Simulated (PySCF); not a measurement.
# Rh₂S: singlet, from a bent start

Aim: relax Rh₂S as a singlet from a bent start, check by its vibrations whether the end is a minimum, and collect its spectrum and constants.

Computed with PySCF 2.14.0. Level: PBE0, basis S def2-TZVP, Rh def2-TZVP with ECP28, scalar-relativistic core potentials, no spin–orbit coupling, density fitting.

### Step 1. The system as given

3 atoms, charge 0, spin multiplicity 1.

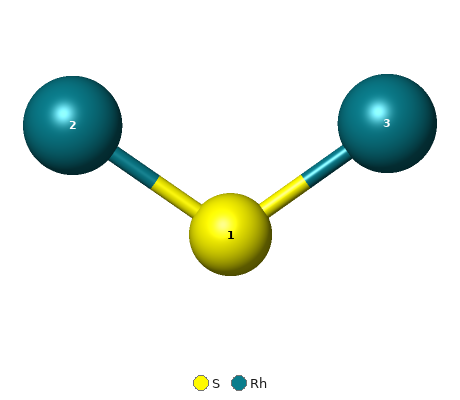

As it starts; sulfur yellow, rhodium blue; atoms are numbered from 1 in the order of the file.

Coordinates in bohr (charge 0 multiplicity 1):
```
S     0.0000    0.0000    0.0000
Rh    3.5294    0.0000    2.4714
Rh   -3.5294    0.0000    2.4714
```

### Step 2. Finding the electronic state

One driver script runs all steps and calls PySCF; scf.py shows how it sets up the SCF of each step. The optimiser is the driver's own. After this first run the driver tries any further starts and a stability analysis.

The input, scf.py:

```python
from pyscf import gto, scf, dft
mol = gto.M(atom='''
S      0.000000     0.000000     0.000000
Rh     1.867700     0.000000     1.307800
Rh    -1.867700     0.000000     1.307800''',
    basis={'S': 'def2-TZVP', 'Rh': 'def2-TZVP'},
    ecp={'Rh': 'def2-TZVP'},
    charge=0, spin=0)
mf = dft.RKS(mol, xc='PBE0')
mf.grids.atom_grid = (50, 194)
aux = {'S': 'def2-universal-JKFIT', 'Rh': 'def2-universal-JKFIT'}
mf = mf.density_fit(auxbasis=aux)
mf.conv_tol = 1e-08
mf.diis_space = 10
mf.max_cycle = 60
mf.init_guess = 'minao'
mf.verbose = 4
mf.kernel()
```

Run with:

```bash
$ OMP_NUM_THREADS=2 python axn.py task.json out
```

Log:

```text
init E= -601.977740177719
  HOMO = -0.837740133081089  LUMO = -0.81241576986242  gap/eV = 0.68911
cycle= 1 E= -615.585562450788  delta_E= -13.6  |g|= 3.98  |ddm|= 5.91
  HOMO = 0.0514877209666636  LUMO = 0.0738539997712737  gap/eV = 0.60862
cycle= 2 E= -575.427644621579  delta_E= 40.2  |g|= 11.1  |ddm|= 14.7
  HOMO = -0.0726407855352059  LUMO = -0.0710182483218791  gap/eV = 0.04415
cycle= 3 E= -617.109854196326  delta_E= -41.7  |g|= 3.05  |ddm|= 14.1
  HOMO = -0.281371946064589  LUMO = -0.277177386202375  gap/eV = 0.11414
cycle= 4 E= -618.23671572888  delta_E= -1.13  |g|= 1.64  |ddm|= 3.41
  HOMO = -0.184515441704323  LUMO = -0.179050333382658  gap/eV = 0.14871
cycle= 5 E= -618.992310846494  delta_E= -0.756  |g|= 0.36  |ddm|= 1.28
  HOMO = -0.161998997811423  LUMO = -0.131738642792658  gap/eV = 0.82343
cycle= 6 E= -619.041955089986  delta_E= -0.0496  |g|= 0.267  |ddm|= 0.749
  HOMO = -0.168887925610929  LUMO = -0.123586725709348  gap/eV = 1.23271
cycle= 7 E= -619.063836860455  delta_E= -0.0219  |g|= 0.0582  |ddm|= 0.22
  HOMO = -0.173098873939443  LUMO = -0.120541852546746  gap/eV = 1.43015
cycle= 8 E= -619.067811777991  delta_E= -0.00397  |g|= 0.0247  |ddm|= 0.184
  HOMO = -0.173283330383932  LUMO = -0.116494913336872  gap/eV = 1.54529
cycle= 9 E= -619.069739930425  delta_E= -0.00193  |g|= 0.0187  |ddm|= 0.167
  HOMO = -0.174420955859668  LUMO = -0.116512651952005  gap/eV = 1.57577
cycle= 10 E= -619.070227134061  delta_E= -0.000487  |g|= 0.00921  |ddm|= 0.072
  HOMO = -0.174424595674254  LUMO = -0.11620557813487  gap/eV = 1.58422
cycle= 11 E= -619.07040950861  delta_E= -0.000182  |g|= 0.0032  |ddm|= 0.0498
  HOMO = -0.174209390310491  LUMO = -0.115778963097963  gap/eV = 1.58997
cycle= 12 E= -619.070451045509  delta_E= -4.15e-05  |g|= 0.00151  |ddm|= 0.028
  HOMO = -0.174136811280046  LUMO = -0.115738845802959  gap/eV = 1.58909
cycle= 13 E= -619.070456786706  delta_E= -5.74e-06  |g|= 0.00157  |ddm|= 0.0114
  HOMO = -0.174137737836089  LUMO = -0.115747597987392  gap/eV = 1.58888
cycle= 14 E= -619.070457445114  delta_E= -6.58e-07  |g|= 0.00094  |ddm|= 0.00205
  HOMO = -0.174107303407205  LUMO = -0.115677287465386  gap/eV = 1.58996
cycle= 15 E= -619.070458040862  delta_E= -5.96e-07  |g|= 0.000154  |ddm|= 0.00329
  HOMO = -0.174101892718599  LUMO = -0.11567767738616  gap/eV = 1.58980
cycle= 16 E= -619.070458117146  delta_E= -7.63e-08  |g|= 7.59e-05  |ddm|= 0.000962
  HOMO = -0.174103927042695  LUMO = -0.115664559409204  gap/eV = 1.59022
cycle= 17 E= -619.070458159014  delta_E= -4.19e-08  |g|= 3.47e-05  |ddm|= 0.00101
  HOMO = -0.174104513254274  LUMO = -0.115660460967149  gap/eV = 1.59034
cycle= 18 E= -619.070458164777  delta_E= -5.76e-09  |g|= 2.53e-05  |ddm|= 0.000437
  HOMO = -0.174105658789647  LUMO = -0.115662890813353  gap/eV = 1.59031
Extra cycle  E= -619.070458164202  delta_E= 5.75e-10  |g|= 6.65e-05  |ddm|= 7.26e-05
converged SCF energy = -619.070458164202
```

This step, with its further starts and checks, needed 28 s of wall time on 2 threads of Intel Xeon Platinum 8488C (Sapphire Rapids), shared host.

Energies from each starting density:

| start | energy (Eh) |
| --- | --- |
| the minimal-basis guess | -619.070458 |
| a thermally smeared density | -619.068859 |
| a smeared PBE density | -619.068859 |

The first run landed in a state that is too high. Following the other starts and the instabilities gains 8.1 kJ/mol (-619.07354 Eh), and the work goes on from there.

### Step 3. Bent start, singlet: relaxation

The program finds C2v symmetry in the start, which this walk keeps. Threshold on the gradient: 0.0003 Eh/bohr, with a further test on the energy change.

Changes to scf.py since step 2:

```diff
@@ -3,3 +3,3 @@
-S      0.000000     0.000000     0.000000
-Rh     1.867700     0.000000     1.307800
-Rh    -1.867700     0.000000     1.307800''',
+S      0.000000     0.000000    -1.131955
+Rh     1.867700    -0.000000     0.175845
+Rh    -1.867700     0.000000     0.175845''',
@@ -16 +15,0 @@
-mf.init_guess = 'minao'
```

Steps of the walk:

| step | energy (Eh) | change (kJ/mol) | largest symmetric gradient (Eh/bohr) |
| --- | --- | --- | --- |
| 0 | -619.073543 | 0.00 | 0.04600 |
| 1 | -619.092002 | -48.46 | 0.04763 |
| 2 | -619.109128 | -93.43 | 0.03132 |
| 3 | -619.118504 | -118.05 | 0.05809 |
| 4 | -619.130278 | -148.96 | 0.03466 |
| 5 | -619.132799 | -155.58 | 0.02721 |
| 6 | -619.138773 | -171.26 | 0.00767 |
| 7 | -619.139211 | -172.41 | 0.00351 |
| 8 | -619.139313 | -172.68 | 0.00051 |
| 9 | -619.139312 | -172.68 | 0.00005 |

The walk took 41 s.

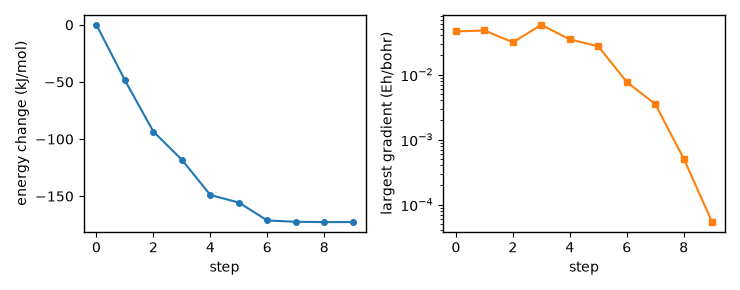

Energy and largest gradient along the walk.

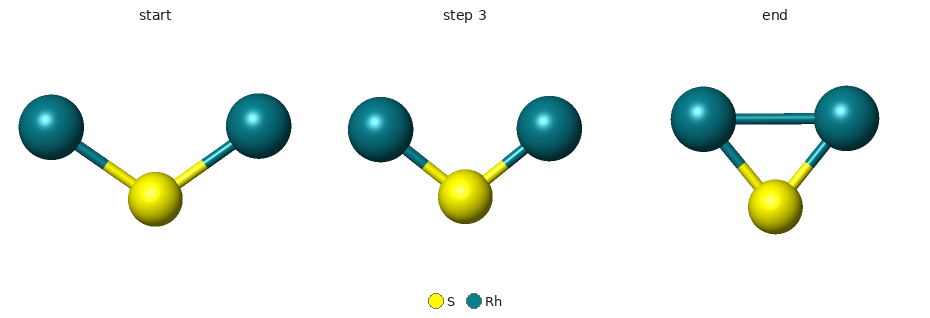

Start and end of the relaxation, with a step between.

After 9 steps and 172.7 kJ/mol it ends at C2v: Rh–Rh 2.578 Å, S–Rh 2.044 Å (×2); Rh–Rh–S 50.9° (×2), Rh–S–Rh 78.2°.

### Step 4. Is it a minimum? Harmonic modes

The point is checked on the finer grid, and tightened if its gradient asks for it. The Hessian and the dipole derivatives come from central differences of analytic gradients, with steps of 0.02 bohr.

Changes to scf.py since step 3:

```diff
@@ -3,3 +3,3 @@
-S      0.000000     0.000000    -1.131955
-Rh     1.867700    -0.000000     0.175845
-Rh    -1.867700     0.000000     0.175845''',
+S      0.000000     0.000000    -1.376646
+Rh     1.285821    -0.000000     0.214896
+Rh    -1.285821     0.000000     0.214896''',
@@ -10 +10 @@
-mf.grids.atom_grid = (50, 194)
+mf.grids.atom_grid = (75, 302)
@@ -13 +13 @@
-mf.conv_tol = 1e-08
+mf.conv_tol = 1e-10
```

The driver hands on the density of the step before, so the log starts near convergence.

Log of the central SCF (cycles and frontier levels):

```text
init E= -619.139343250406
  HOMO = -0.202335667828399  LUMO = -0.120010050672031  gap/eV = 2.24019
cycle= 1 E= -619.139343250384  delta_E= 2.21e-11  |g|= 1.09e-05  |ddm|= 9.39e-06
  HOMO = -0.202338078371177  LUMO = -0.120010671890283  gap/eV = 2.24024
cycle= 2 E= -619.139343250044  delta_E= 3.4e-10  |g|= 4.17e-05  |ddm|= 3.37e-05
  HOMO = -0.202336358075368  LUMO = -0.120010193022097  gap/eV = 2.24021
cycle= 3 E= -619.139343250342  delta_E= -2.99e-10  |g|= 1.79e-05  |ddm|= 2.97e-05
  HOMO = -0.202336184354658  LUMO = -0.120010150167789  gap/eV = 2.24021
cycle= 4 E= -619.139343250413  delta_E= -7.03e-11  |g|= 2.17e-07  |ddm|= 9.63e-06
  HOMO = -0.202336207536426  LUMO = -0.120010194570269  gap/eV = 2.24020
Extra cycle  E= -619.139343250406  delta_E= 6.25e-12  |g|= 4.83e-07  |ddm|= 6.75e-07
converged SCF energy = -619.139343250406
```

The whole step took 60 s.

Geometry: C2v; Rh–Rh 2.572 Å, S–Rh 2.046 Å (×2); Rh–Rh–S 51.1° (×2), Rh–S–Rh 77.9°.

Modes, for the most abundant isotopes:

```json
{"symmetry": "a1", "ω (cm⁻¹)": "176", "IR (km/mol)": "1.7", "μ (u)": "82.12"}
{"symmetry": "b2", "ω (cm⁻¹)": "459", "IR (km/mol)": "1.0", "μ (u)": "39.70"}
{"symmetry": "a1", "ω (cm⁻¹)": "512", "IR (km/mol)": "16.8", "μ (u)": "38.58"}
```

No imaginary mode, so this is a minimum.

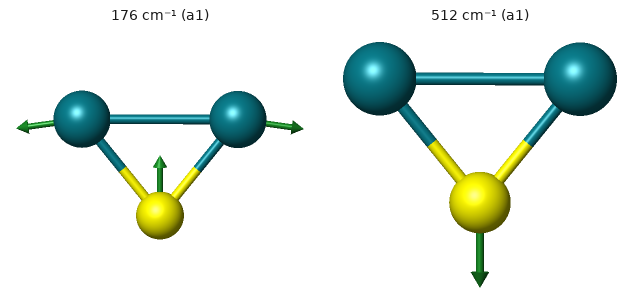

How the atoms move in 2 of the modes.

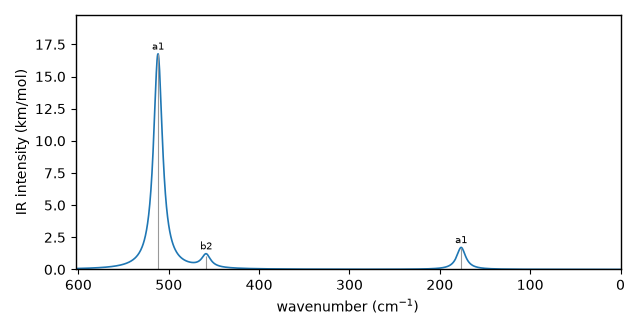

The harmonic infrared spectrum (widths in cm⁻¹). Lines are broadened to a width of 12 cm⁻¹ (Lorentzian).

Properties at this point:

```yaml
Dipole_moment: 1.74 D
Highest_occupied_level: -5.51 eV
Lowest_empty_level: -3.27 eV
Rotational_constants: 0.2405, 0.04954, 0.04108 cm⁻¹
Zero-point_energy: 6.9 kJ/mol
Principal_polarisabilities: 79.4, 85.1, 107.4 bohr³
Atomisation_energy_without_zero-point_energy: 545 kJ/mol
Principal_traceless_quadrupole_moments_about_the_centre_of_mass: -8.88, -2.26, 11.13 D Å
Entropy_at_298.15_K_and_1_bar: 302.5 J/(mol K)
Heat_capacity_Cp_at_298.15_K: 51.8 J/(mol K)
Enthalpy_at_298.15_K_above_0_K: 12.73 kJ/mol
Rotational_symmetry_number: 2
```

Charges (e) and bond orders:

```csv
atom,Mulliken,Löwdin,polar tensor,Mayer order to S1
S1,-0.38,0.42,-0.28,–
"Rh2,3",0.19,-0.21,0.14,1.56
```

Outer orbital energies (eV). occupied: -7.36, -6.65, -6.59, -6.38, -6.12, -5.59, -5.56, -5.51; empty: -3.27, -2.73, -1.60, -1.27.

Mulliken populations on S1: s 5.97, p 10.13, d 0.24, f 0.03.

### Step 5. A spin-polarised start

A stability analysis found the closed shell of the lowest minimum unstable towards spin polarisation, so the unrestricted solution is followed.

The program finds C2v symmetry in the start, which may break.

Changes to scf.py since step 4:

```diff
@@ -3,3 +3,3 @@
-S      0.000000     0.000000    -1.376646
-Rh     1.285821    -0.000000     0.214896
-Rh    -1.285821     0.000000     0.214896''',
+S      0.000000     0.000000    -1.377545
+Rh     1.285821    -0.000000     0.213997
+Rh    -1.285821     0.000000     0.213997''',
@@ -9,2 +9,2 @@
-mf = dft.RKS(mol, xc='PBE0')
-mf.grids.atom_grid = (75, 302)
+mf = dft.UKS(mol, xc='PBE0')
+mf.grids.atom_grid = (50, 194)
@@ -13 +13 @@
-mf.conv_tol = 1e-10
+mf.conv_tol = 1e-08
```

Energy and gradient, step by step:

| step | energy (Eh) | change (kJ/mol) | largest gradient (Eh/bohr) |
| --- | --- | --- | --- |
| 0 | -619.141560 | 0.00 | 0.01214 |
| 1 | -619.141990 | -1.13 | 0.00661 |
| 2 | -619.142517 | -2.51 | 0.00397 |
| 3 | -619.142574 | -2.66 | 0.00203 |
| 4 | -619.142590 | -2.71 | 0.00041 |
| 5 | -619.142591 | -2.71 | 0.00001 |

The walk took 44 s.

Geometry (Å) and forces (eV/Å) at some steps:

```
step 0
S    0.000   0.000  -1.378   0.001   0.000  -0.624
Rh   1.286   0.000   0.214  -0.064   0.000   0.312
Rh  -1.286   0.000   0.214   0.064   0.000   0.312
step 1
S    0.000   0.000  -1.391   0.001   0.000  -0.340
Rh   1.280   0.000   0.221  -0.173   0.000   0.170
Rh  -1.280   0.000   0.221   0.172   0.000   0.170
step 3
S    0.000   0.000  -1.429   0.000   0.000   0.104
Rh   1.250   0.000   0.240  -0.101   0.000  -0.053
Rh  -1.250   0.000   0.240   0.100   0.000  -0.052
step 5
S    0.000   0.000  -1.428   0.000   0.000   0.000
Rh   1.246   0.000   0.239   0.000   0.000   0.000
Rh  -1.246   0.000   0.239   0.000   0.000   0.000
```

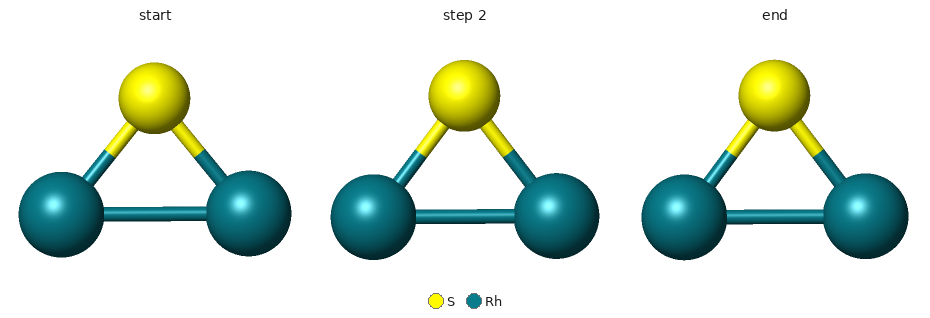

Start and end of the relaxation, with a step between.

End point (C2v, 5 steps, 2.7 kJ/mol gained): Rh–Rh 2.493 Å, S–Rh 2.082 Å (×2); Rh–Rh–S 53.2° (×2), Rh–S–Rh 73.6°.

### Step 6. Results

| quantity | value |
| --- | --- |
| minimum | singlet, C2v (closed shell, unstable towards spin polarisation) |
| geometry | Rh–Rh 2.572 Å, S–Rh 2.046 Å (×2); Rh–Rh–S 51.1° (×2), Rh–S–Rh 77.9° |
| wavenumbers (cm⁻¹) | 176 (a1), 459 (b2), 512 (a1) |
| dipole moment | 1.74 D |
| highest occupied, lowest empty level | -5.51, -3.27 eV |
| polar-tensor charge of S1 | -0.28 e |
| zero-point energy | 6.9 kJ/mol |

The bent start keeps its C2v symmetry and ends in a minimum. In the infrared the band at 512 cm⁻¹ (a1) leads. The first SCF alone would have been 8 kJ/mol too high. Other starts or spin states, not run here, may lie lower. A stability analysis at the minimum finds the closed shell unstable towards spin polarisation: an open-shell solution lies lower, and these values are not those of the lowest state.

The search up to here needed 3 min of wall time on 2 threads of Intel Xeon Platinum 8488C (Sapphire Rapids), shared host.
